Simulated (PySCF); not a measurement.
# C7H8S: electronic excitations at several levels of theory

Aim: compute the electronic excitations of C7H8S (`CSc1ccccc1`) at several levels, and see how far they spread and what each costs.

The runs use PySCF 2.14.0, with density-fitted response routines of our own; the level of theory stands in each step. All values are computed, except where a source is named. Atoms count from 0, in the outputs and in this text.

## 1. Starting geometry

16 atoms, charge 0, multiplicity 1; geometry from: GFN2-xTB.

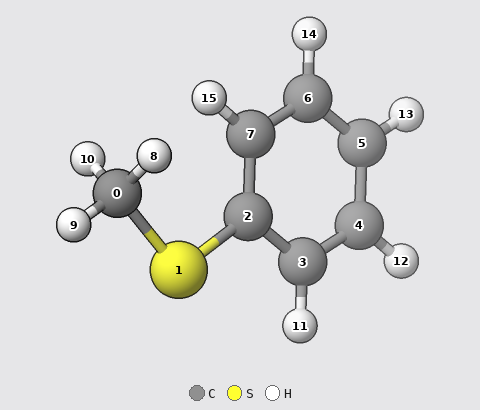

The starting geometry (carbon grey, sulfur yellow, hydrogen white), atoms numbered; sticks join atoms by distance.

## 2. Geometry optimisation at PBE0-D3(BJ)/def2-SVP

What the job is given:

```
{"job": {"xc": "PBE0", "basis": "def2-SVP", "d3": "d3bj", "grid": 2, "kind": "geom"}, "charge": 0, "multiplicity": 1}
C      2.824120     0.441310     0.021660
S      1.662740    -0.889930    -0.397630
C      0.069950    -0.195140    -0.070710
C     -1.022270    -1.030280    -0.294020
C     -2.304000    -0.570440    -0.071730
C     -2.512110     0.725310     0.376030
C     -1.426180     1.552190     0.599550
C     -0.135690     1.100960     0.378560
H      2.645550     1.298840    -0.639850
H      3.813200     0.031570    -0.159330
H      2.731950     0.718490     1.056210
H     -0.848810    -2.037180    -0.642270
H     -3.144510    -1.225370    -0.247270
H     -3.514150     1.087020     0.550120
H     -1.577460     2.562660     0.950970
H      0.692810     1.767670     0.558110
```

The program printed:

```text
step   0  E = -668.97988975  max force = 0.016637
step   1  E = -668.98178450  max force = 0.004150
step   2  E = -668.98156184  max force = 0.007249
step   3  E = -668.98193743  max force = 0.000938
step   4  E = -668.98193709  max force = 0.000741
step   5  E = -668.98194755  max force = 0.000187
optimisation converged
```

Run time: 48 s. Hardware: 8 threads of Intel Xeon 6975P-C (Granite Rapids), shared host.

Step by step: (the energy doesn't fall at every step)

```csv
step,energy from step 0 (eV),largest force component (eV/Å)
0,0.0000,0.8555
1,-0.0516,0.2134
2,-0.0455,0.3728
3,-0.0557,0.0482
4,-0.0557,0.0381
5,-0.0560,0.0096
```

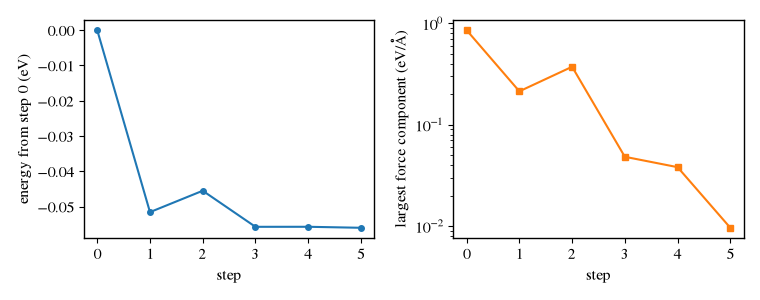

Energy and largest force along the relaxation.

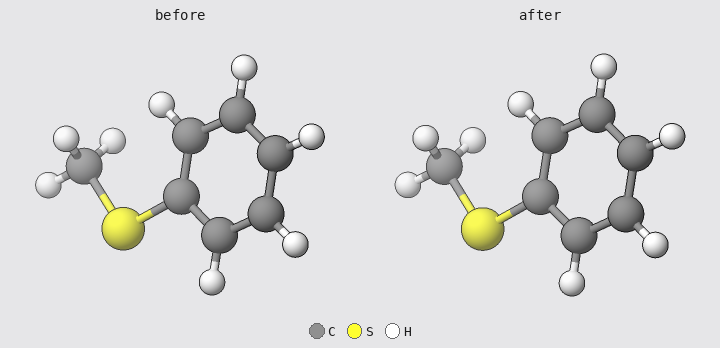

Before and after, at one scale.

Distances of close pairs at the start and the end, largest changes first:

```csv
bond,before (Å),after (Å),change (Å)
C0–H10,1.075,1.100,+0.025
C0–S1,1.816,1.798,-0.018
C3–H11,1.079,1.093,+0.014
C4–H12,1.080,1.093,+0.013
C0–H9,1.086,1.099,+0.013
C2–C7,1.387,1.400,+0.013
C5–H13,1.079,1.092,+0.013
C6–H14,1.080,1.093,+0.012
```

The final coordinates are the input of the step that follows.

```csv
at the end point,value
point group (found at 0.08 Å tolerance),Cs
"rotational constants (GHz, main isotopes)","4.234, 1.170, 0.922"
dipole moment (D),1.33
```

## 3. Excited states and response: CAM-B3LYP/def2-SVPD

What the job is given:

```
{"job": {"kind": "uv", "xc": "CAM-B3LYP", "basis": "def2-SVPD", "nstates": 12, "ntriplets": 4}, "charge": 0, "multiplicity": 1}
C      2.805599     0.434847     0.012880
S      1.674706    -0.901449    -0.395524
C      0.089170    -0.203194    -0.074412
C     -1.016731    -1.039235    -0.298210
C     -2.306315    -0.573738    -0.072937
C     -2.520734     0.729773     0.379019
C     -1.425836     1.559653     0.601622
C     -0.126427     1.103556     0.378472
H      2.653885     1.311661    -0.633786
H      3.812926     0.035266    -0.167174
H      2.726742     0.727797     1.070188
H     -0.856773    -2.061463    -0.651320
H     -3.154849    -1.238544    -0.252439
H     -3.535102     1.093503     0.555752
H     -1.577113     2.582640     0.955326
H      0.711993     1.776607     0.560943
```

With the program's defaults for keys left out, this is: TDDFT CAM-B3LYP/def2-SVPD, vertical, gas phase, core orbitals frozen in the response.

The program printed:

```text
coarse grid: 14192 points
cycle   1  E = -669.1688113881  dE =  1.336e+00  |g| = 2.845e-01  |ddm| = 1.531e+01
cycle   2  E = -669.1850858215  dE = -1.627e-02  |g| = 2.150e-01  |ddm| = 2.474e+00
cycle   3  E = -669.1961062243  dE = -1.102e-02  |g| = 5.927e-02  |ddm| = 1.105e+00
cycle   4  E = -669.1968843389  dE = -7.781e-04  |g| = 3.024e-02  |ddm| = 2.655e-01
cycle   5  E = -669.1971384559  dE = -2.541e-04  |g| = 5.069e-03  |ddm| = 1.250e-01
cycle   6  E = -669.1971456109  dE = -7.155e-06  |g| = 1.386e-03  |ddm| = 2.970e-02
final grid: 133184 points
cycle   7  E = -669.2911347818  dE = -3.300e-05  |g| = 3.458e-03  |ddm| = 1.848e-01
cycle   8  E = -669.2911350944  dE = -3.125e-07  |g| = 3.395e-03  |ddm| = 2.966e-02
cycle   9  E = -669.2911381360  dE = -3.042e-06  |g| = 3.707e-04  |ddm| = 1.519e-02
cycle  10  E = -669.2911381620  dE = -2.604e-08  |g| = 2.257e-04  |ddm| = 1.581e-03
cycle  11  E = -669.2911381760  dE = -1.396e-08  |g| = 3.937e-05  |ddm| = 9.503e-04
cycle  12  E = -669.2911381765  dE = -5.493e-10  |g| = 8.846e-06  |ddm| = 2.204e-04
converged SCF energy = -669.2911381765

Static polarisability (au): isotropic 103.371, principal 64.101 105.116 140.895

Singlet excitations
state   eV       nm        f      main configurations
  1   4.9190    252.1   0.01453   H->L 0.64, H->L+1 0.19, H-1->L+1 0.10
  2   5.3035    233.8   0.24781   H->L+1 0.67, H->L 0.24
  3   5.3766    230.6   0.00126   H->L+2 0.61, H->L+3 0.15, H->L+9 0.09
  4   5.9263    209.2   0.01070   H->L+3 0.48, H->L+2 0.25, H->L+4 0.14
  5   6.2601    198.1   0.00876   H->L+4 0.74, H->L+3 0.14
  6   6.3972    193.8   0.15272   H-1->L+1 0.41, H-1->L 0.26, H-2->L 0.09
  7   6.6269    187.1   0.32685   H-1->L 0.48, H-1->L+1 0.31
  8   6.9089    179.5   0.00200   H->L+5 0.36, H->L+9 0.15, H->L+3 0.14
  9   7.0101    176.9   0.00480   H->L+8 0.68, H->L+9 0.09
 10   7.0140    176.8   0.07561   H->L+7 0.91
 11   7.1455    173.5   0.00283   H->L+6 0.43, H->L+5 0.23, H-1->L+3 0.13
 12   7.2444    171.1   0.00075   H-1->L+3 0.63, H-1->L+2 0.16, H->L+6 0.10

Triplet excitations (Tamm-Dancoff, eV): 3.7797 4.2626 4.6241 5.0278
```

Wall time 46 s (8 threads of Intel Xeon 6975P-C (Granite Rapids), shared host).

Frontier orbitals and where they lie:

```csv
orbital,eV,atoms
HOMO−3,-10.49,"S1 52 %, C2 13 %, C0 11 %"
HOMO−2,-9.66,"S1 25 %, C2 18 %, C5 18 %"
HOMO−1,-8.65,"C7 21 %, C4 21 %, C3 20 %"
HOMO,-7.26,"S1 43 %, C2 12 %, C5 11 %"
LUMO,0.69,"C6 21 %, C3 21 %, C2 12 %"
LUMO+1,0.78,"C4 18 %, C2 18 %, C7 18 %"
LUMO+2,1.17,"S1 42 %, C0 16 %, H8 9 %"
```

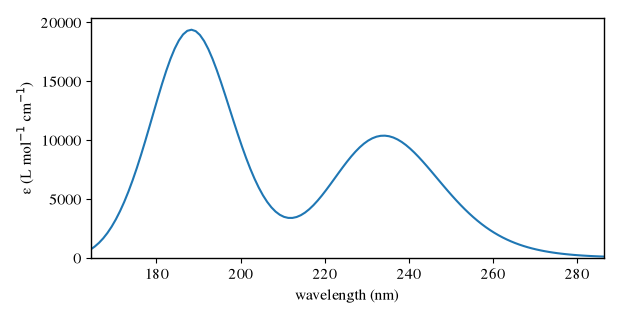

Absorption spectrum: each of the 12 states is a Gaussian band of 0.4 eV half-width at 1/e. Beyond the last state computed it falls off for lack of states.

Further results of this job:

```csv
property,computed
dipole moment (D),1.35
polarisability (Å³),15.32
HOMO–LUMO gap (eV),7.95
−ε(HOMO) (eV),7.26
```

## 4. Ultraviolet spectrum: PBE0/def2-SVPD

Same as in step 3 but for these lines:

```diff
@@ -1,2 +1,2 @@
-{"job": {"kind": "uv", "xc": "CAM-B3LYP", "basis": "def2-SVPD", "nstates": 12, "ntriplets": 4}, "charge": 0, "multiplicity": 1}
+{"job": {"kind": "uv", "xc": "PBE0", "basis": "def2-SVPD", "nstates": 12, "ntriplets": 4}, "charge": 0, "multiplicity": 1}
 C      2.805599     0.434847     0.012880
```

Level: TDDFT PBE0/def2-SVPD, vertical, gas phase, core orbitals frozen in the response.

The program printed:

```text
coarse grid: 14192 points
cycle   1  E = -668.8734214388  dE =  1.095e+00  |g| = 3.246e-01  |ddm| = 1.737e+01
cycle   2  E = -668.8699829335  dE =  3.439e-03  |g| = 3.586e-01  |ddm| = 2.495e+00
cycle   3  E = -668.9042664944  dE = -3.428e-02  |g| = 5.993e-02  |ddm| = 1.637e+00
cycle   4  E = -668.9049839864  dE = -7.175e-04  |g| = 3.714e-02  |ddm| = 3.228e-01
cycle   5  E = -668.9053662265  dE = -3.822e-04  |g| = 1.075e-02  |ddm| = 1.760e-01
cycle   6  E = -668.9053981550  dE = -3.193e-05  |g| = 1.795e-03  |ddm| = 4.420e-02
cycle   7  E = -668.9053990144  dE = -8.594e-07  |g| = 3.578e-04  |ddm| = 1.323e-02
final grid: 133184 points
cycle   8  E = -668.9824970068  dE = -3.635e-05  |g| = 8.950e-03  |ddm| = 3.081e-01
cycle   9  E = -668.9824843002  dE =  1.271e-05  |g| = 1.122e-02  |ddm| = 6.858e-02
cycle  10  E = -668.9825185884  dE = -3.429e-05  |g| = 7.445e-04  |ddm| = 4.422e-02
cycle  11  E = -668.9825187288  dE = -1.405e-07  |g| = 3.384e-04  |ddm| = 5.969e-03
cycle  12  E = -668.9825187597  dE = -3.082e-08  |g| = 9.295e-05  |ddm| = 1.427e-03
cycle  13  E = -668.9825187619  dE = -2.269e-09  |g| = 3.131e-05  |ddm| = 3.830e-04
cycle  14  E = -668.9825187622  dE = -2.628e-10  |g| = 7.441e-06  |ddm| = 1.419e-04
converged SCF energy = -668.9825187622

Static polarisability (au): isotropic 104.166, principal 64.025 105.235 143.238

Singlet excitations
state   eV       nm        f      main configurations
  1   4.6792    265.0   0.01494   H->L 0.82, H->L+1 0.08
  2   5.1089    242.7   0.25369   H->L+1 0.83, H->L 0.10
  3   5.2624    235.6   0.00025   H->L+2 0.88
  4   5.7744    214.7   0.00512   H->L+3 0.85
  5   6.1277    202.3   0.01214   H->L+4 0.93
  6   6.1584    201.3   0.07465   H-1->L+1 0.49, H-2->L 0.23, H-1->L 0.14
  7   6.5521    189.2   0.24651   H-1->L 0.61, H-1->L+1 0.17, H-2->L+1 0.12
  8   6.6656    186.0   0.00189   H->L+5 0.83
  9   6.7980    182.4   0.00531   H->L+8 0.65, H->L+6 0.28
 10   6.8810    180.2   0.02767   H->L+7 0.94
 11   6.8943    179.8   0.00165   H->L+6 0.64, H->L+8 0.29
 12   6.9877    177.4   0.00275   H-1->L+2 0.97

Triplet excitations (Tamm-Dancoff, eV): 3.7005 4.0638 4.5402 4.9164
```

It took 34 s on 8 threads of Intel Xeon 6975P-C (Granite Rapids), shared host.

Key values: HOMO -6.08 eV, LUMO -0.38 eV; lowest singlet 4.68 eV.

## 5. TDDFT and polarisability: PBE/def2-SVPD

Same as in step 4 but for these lines:

```diff
@@ -1,2 +1,2 @@
-{"job": {"kind": "uv", "xc": "PBE0", "basis": "def2-SVPD", "nstates": 12, "ntriplets": 4}, "charge": 0, "multiplicity": 1}
+{"job": {"kind": "uv", "xc": "PBE", "basis": "def2-SVPD", "nstates": 12, "ntriplets": 4}, "charge": 0, "multiplicity": 1}
 C      2.805599     0.434847     0.012880
```

With the program's defaults for keys left out, this is: TDDFT PBE/def2-SVPD, vertical, gas phase, core orbitals frozen in the response.

The program printed:

```text
coarse grid: 14192 points
cycle   1  E = -668.7367949234  dE =  8.326e-01  |g| = 5.114e-01  |ddm| = 1.904e+01
cycle   2  E = -668.6235204342  dE =  1.133e-01  |g| = 8.169e-01  |ddm| = 5.099e+00
cycle   3  E = -668.8099919692  dE = -1.865e-01  |g| = 1.190e-01  |ddm| = 3.492e+00
cycle   4  E = -668.8137064033  dE = -3.714e-03  |g| = 6.128e-02  |ddm| = 5.776e-01
cycle   5  E = -668.8146871543  dE = -9.808e-04  |g| = 2.850e-02  |ddm| = 3.386e-01
cycle   6  E = -668.8149070214  dE = -2.199e-04  |g| = 6.823e-03  |ddm| = 8.801e-02
cycle   7  E = -668.8149192053  dE = -1.218e-05  |g| = 1.933e-03  |ddm| = 3.634e-02
cycle   8  E = -668.8149202437  dE = -1.038e-06  |g| = 4.534e-04  |ddm| = 7.520e-03
final grid: 133184 points
cycle   9  E = -668.9185888700  dE = -3.852e-05  |g| = 1.492e-02  |ddm| = 4.226e-01
cycle  10  E = -668.9184584026  dE =  1.305e-04  |g| = 2.598e-02  |ddm| = 1.363e-01
cycle  11  E = -668.9186475387  dE = -1.891e-04  |g| = 2.501e-03  |ddm| = 1.011e-01
cycle  12  E = -668.9186495039  dE = -1.965e-06  |g| = 8.846e-04  |ddm| = 1.339e-02
cycle  13  E = -668.9186497127  dE = -2.088e-07  |g| = 2.894e-04  |ddm| = 3.597e-03
cycle  14  E = -668.9186497356  dE = -2.287e-08  |g| = 7.962e-05  |ddm| = 1.129e-03
cycle  15  E = -668.9186497373  dE = -1.687e-09  |g| = 2.800e-05  |ddm| = 3.513e-04
cycle  16  E = -668.9186497375  dE = -2.017e-10  |g| = 7.808e-06  |ddm| = 1.381e-04
converged SCF energy = -668.9186497375

Static polarisability (au): isotropic 107.557, principal 65.207 107.917 149.546

Singlet excitations
state   eV       nm        f      main configurations
  1   4.0946    302.8   0.01044   H->L 0.90
  2   4.6456    266.9   0.22905   H->L+1 0.89
  3   4.8184    257.3   0.00012   H->L+2 0.99
  4   5.2064    238.1   0.00220   H->L+3 0.99
  5   5.6220    220.5   0.01181   H->L+4 0.98
  6   5.6901    217.9   0.02772   H-1->L+1 0.51, H-2->L 0.34, H-1->L 0.08
  7   6.0210    205.9   0.00108   H->L+5 0.98
  8   6.0552    204.8   0.00088   H-1->L+2 0.99
  9   6.1848    200.5   0.00546   H->L+6 0.96
 10   6.2670    197.8   0.12177   H-1->L 0.56, H->L+8 0.15, H-2->L+1 0.15
 11   6.2819    197.4   0.00139   H->L+7 0.98
 12   6.3372    195.6   0.03152   H->L+8 0.82

Triplet excitations (Tamm-Dancoff, eV): 3.5571 3.6733 4.4698 4.5732
```

Wall time 25 s (8 threads of Intel Xeon 6975P-C (Granite Rapids), shared host).

Key values: HOMO -5.09 eV, LUMO -1.26 eV; lowest singlet 4.09 eV.

## 6. TDDFT and polarisability: B3LYP/def2-SVPD

Same as in step 5 but for these lines:

```diff
@@ -1,2 +1,2 @@
-{"job": {"kind": "uv", "xc": "PBE", "basis": "def2-SVPD", "nstates": 12, "ntriplets": 4}, "charge": 0, "multiplicity": 1}
+{"job": {"kind": "uv", "xc": "B3LYP", "basis": "def2-SVPD", "nstates": 12, "ntriplets": 4}, "charge": 0, "multiplicity": 1}
 C      2.805599     0.434847     0.012880
```

Method: TDDFT B3LYP/def2-SVPD, vertical, gas phase, core orbitals frozen in the response.

The program printed:

```text
coarse grid: 14192 points
cycle   1  E = -669.3326624473  dE =  1.033e+00  |g| = 3.757e-01  |ddm| = 1.706e+01
cycle   2  E = -669.3178851695  dE =  1.478e-02  |g| = 4.512e-01  |ddm| = 3.299e+00
cycle   3  E = -669.3733310561  dE = -5.545e-02  |g| = 6.850e-02  |ddm| = 2.082e+00
cycle   4  E = -669.3743211664  dE = -9.901e-04  |g| = 4.055e-02  |ddm| = 3.322e-01
cycle   5  E = -669.3747689109  dE = -4.477e-04  |g| = 1.398e-02  |ddm| = 2.020e-01
cycle   6  E = -669.3748221412  dE = -5.323e-05  |g| = 2.651e-03  |ddm| = 5.295e-02
cycle   7  E = -669.3748240289  dE = -1.888e-06  |g| = 4.773e-04  |ddm| = 1.689e-02
final grid: 133184 points
cycle   8  E = -669.4662474493  dE = -4.563e-05  |g| = 5.128e-03  |ddm| = 3.245e-01
cycle   9  E = -669.4662438320  dE =  3.617e-06  |g| = 6.357e-03  |ddm| = 4.629e-02
cycle  10  E = -669.4662546322  dE = -1.080e-05  |g| = 5.205e-04  |ddm| = 2.902e-02
cycle  11  E = -669.4662547138  dE = -8.165e-08  |g| = 1.511e-04  |ddm| = 3.096e-03
cycle  12  E = -669.4662547193  dE = -5.439e-09  |g| = 7.238e-05  |ddm| = 9.231e-04
cycle  13  E = -669.4662547205  dE = -1.261e-09  |g| = 2.709e-05  |ddm| = 2.471e-04
cycle  14  E = -669.4662547208  dE = -2.103e-10  |g| = 5.529e-06  |ddm| = 1.373e-04
converged SCF energy = -669.4662547208

Static polarisability (au): isotropic 105.305, principal 64.591 106.456 144.868

Singlet excitations
state   eV       nm        f      main configurations
  1   4.5568    272.1   0.01460   H->L 0.84
  2   4.9934    248.3   0.24332   H->L+1 0.84, H->L 0.08
  3   5.0851    243.8   0.00060   H->L+2 0.92
  4   5.5323    224.1   0.00426   H->L+3 0.90
  5   5.8886    210.5   0.01197   H->L+4 0.96
  6   6.0271    205.7   0.06472   H-1->L+1 0.49, H-2->L 0.25, H-1->L 0.13
  7   6.3967    193.8   0.00188   H->L+5 0.88
  8   6.4334    192.7   0.21093   H-1->L 0.59, H-1->L+1 0.15, H-2->L+1 0.13
  9   6.5425    189.5   0.00742   H->L+6 0.62, H->L+8 0.34
 10   6.6155    187.4   0.00016   H->L+8 0.62, H->L+6 0.34
 11   6.6448    186.6   0.03939   H->L+7 0.92
 12   6.6628    186.1   0.00218   H-1->L+2 0.98

Triplet excitations (Tamm-Dancoff, eV): 3.7161 4.0033 4.5395 4.8141
```

Run time: 33 s. Hardware: 8 threads of Intel Xeon 6975P-C (Granite Rapids), shared host.

This run: HOMO -5.88 eV, LUMO -0.56 eV; lowest singlet 4.56 eV.

## 7. Side by side: electronic excitations

Excitations and ground-state properties, with basis size and wall time:

```csv
run,lowest singlet (eV),brightest (eV),f,gap (eV),α (Å³),μ (D),functions,time
CAM-B3LYP/def2-SVPD,4.92,6.63,0.327,7.95,15.32,1.35,231,46 s
PBE0/def2-SVPD,4.68,5.11,0.254,5.70,15.44,1.37,231,34 s
PBE/def2-SVPD,4.09,4.65,0.229,3.83,15.94,1.33,231,25 s
B3LYP/def2-SVPD,4.56,4.99,0.243,5.31,15.60,1.32,231,33 s
```

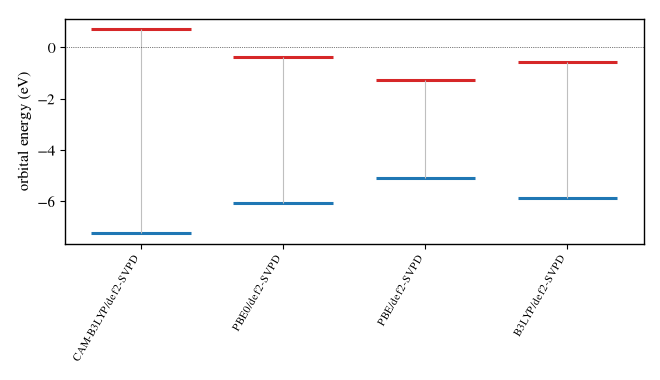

HOMO (blue) and LUMO (red) run by run.

## 8. Results

| quantity | value |
| --- | --- |
| point group | Cs |
| rotational constants (main isotopes) | 4.23, 1.17, 0.92 GHz |
| lowest singlet (CAM-B3LYP/def2-SVPD) | 4.92 eV (252 nm), f = 0.015 |
| brightest single state of those computed | state 7, 6.63 eV, f = 0.327 |
| lowest triplet | 3.78 eV |
| range of the lowest singlet | 4.09 to 4.92 eV |

**Reading.** Single values in the summary come from the first sound run of each kind (CAM-B3LYP/def2-SVPD), which need not be the best level. Relaxing lowered the energy by 0.056 eV in 5 steps; the close pair that moved most is C0–H10, from 1.075 to 1.100 Å. The first singlet state (HOMO→LUMO 0.64, HOMO→LUMO+1 0.19) lies at 4.92 eV and is weak; of the 12 states computed, the strongest absorption comes from state 7 at 6.63 eV. The lowest triplet lies 1.14 eV below the lowest singlet (triplets in Tamm-Dancoff, singlets in full TDDFT). The lowest singlet runs from 4.09 eV (PBE/def2-SVPD) to 4.92 eV (CAM-B3LYP/def2-SVPD), while the orbital gap spans 3.83 to 7.95 eV: the excitation energy moves far less from run to run than the orbital gap does. The lowest state need not be the same one in every run. The runs solved for a few states only, so the brightest column depends on that window.
